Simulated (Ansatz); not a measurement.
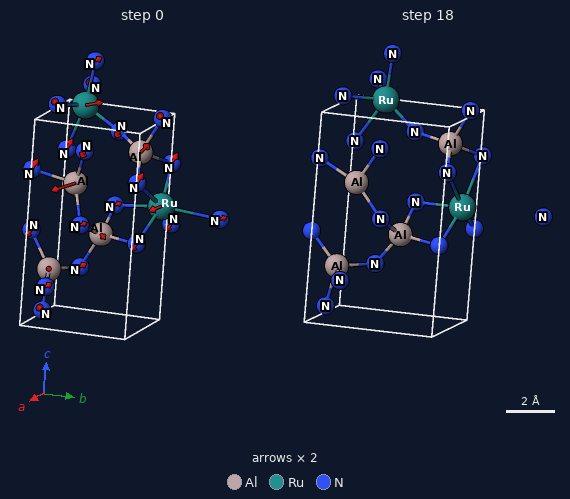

The structure of solid Al$_{2}$RuN$_{3}$ (a generated structure, set up in P1) (coarse preliminary run) before (left) and after (right) a relaxation, at one scale. The red arrows give the displacements (the part carried along by the change of the cell is left out), 2 times their true length.

Style: ball-and-stick. Shown: the cell of the calculation, slightly off an axis.

Computed with DFT PBE, scalar-relativistic, plane waves, PAW in Ansatz 0.2.0.

Input file:
```yaml
crystal:
  lattice:
    - [3.7067814361, 0.0, 0.0]
    - [-0.9667219092, 4.4496179926, 0.0]
    - [-1.6327805153, -0.7706089899, 8.5841304667]
  atoms:
    - { symbol: Al, position: [0.3375241373, 0.4952729458, 0.4127361106] }
    - { symbol: Al, position: [0.3446850501, 0.8151855005, 0.8334388348] }
    - { symbol: Al, position: [0.6280855916, 0.121069113, 0.2458908795] }
    - { symbol: Al, position: [0.7155746937, 0.3376107608, 0.6859671478] }
    - { symbol: Ru, position: [0.0759187434, 0.9627031495, 0.5543963016] }
    - { symbol: Ru, position: [0.0138558273, 0.1585968948, 0.9842611996] }
    - { symbol: "N", position: [0.0121614175, 0.4947949947, 0.8812181241] }
    - { symbol: "N", position: [0.9169920399, 0.4748547343, 0.5113152537] }
    - { symbol: "N", position: [0.1545174868, 0.2646062626, 0.2203595217] }
    - { symbol: "N", position: [0.7356786361, 0.9244219276, 0.7277786564] }
    - { symbol: "N", position: [0.5160897598, 0.0499366384, 0.0296053598] }
    - { symbol: "N", position: [0.5489166165, 0.9009470781, 0.4130326106] }
basis:
  ecutwfc: 420
kpoints:
  mp_grid: { grid: [6, 4, 2] }
hamiltonian:
  xc: pbe
scf:
  occupations: { method: gaussian, width: 0.1 }
  lower_state_search: "off"
output:
  forces: true
  stress: true
  eigenvalues: true
relax:
  adjacent_minimum: "off"
  f_tol: 0.04
  max_steps: 70
  cell: { stress_tol: 0.4 }
```

Run as
```bash
ansatz run input.yaml --threads 1 --pin off --max-ram 2560MiB --backend cpu --events-out ev --progress --plain --runs-dir out
```

### Summarise the run.

After 14 accepted moves (18 points after the start) the energy has fallen by 229 meV per atom. The largest force component goes from 0.95 to 0.026 eV/Å. Pressure: 1.56 GPa at the start and 0.14 GPa at the end. The line search rejected the trial steps at points 7, 10 of the run. At 2 points the geometry stayed and the basis and grid were re-selected for the new cell (energy shift of 21.0 meV per atom at most each time). The largest move relative to the cell is that of Al4, 0.65 Å roughly along [3 −1 0]. Largest moves by element: Al 0.65 Å, Ru 0.43 Å, N 0.31 Å. Cell: a 3.707 → 3.144 Å (−15.2 %), b 4.553 → 5.524 Å (+21.3 %), c 8.772 → 8.982 Å (+2.4 %), α 92.7° → 90.7°, β 100.7° → 99.9°, γ 102.3° → 106.8°. Volume +3.7 %. Among the contacts that change: Ru5–N8 2.552 → 3.458 Å, Al2–N10 2.438 → 1.902 Å, Ru5–N10 2.140 → 2.472 Å, Al2–Ru6 2.632 → 2.943 Å. Bonds break, among them: Ru5–N8 (2.55 → 3.46 Å). Bond angles that change, for instance: N8–Al4–N10 115.1° → 156.3°, Ru6–N11–Ru6 141.4° → 102.3°, N11–Ru6–N11 141.4° → 102.3°. The space group stays P1 (No. 1).
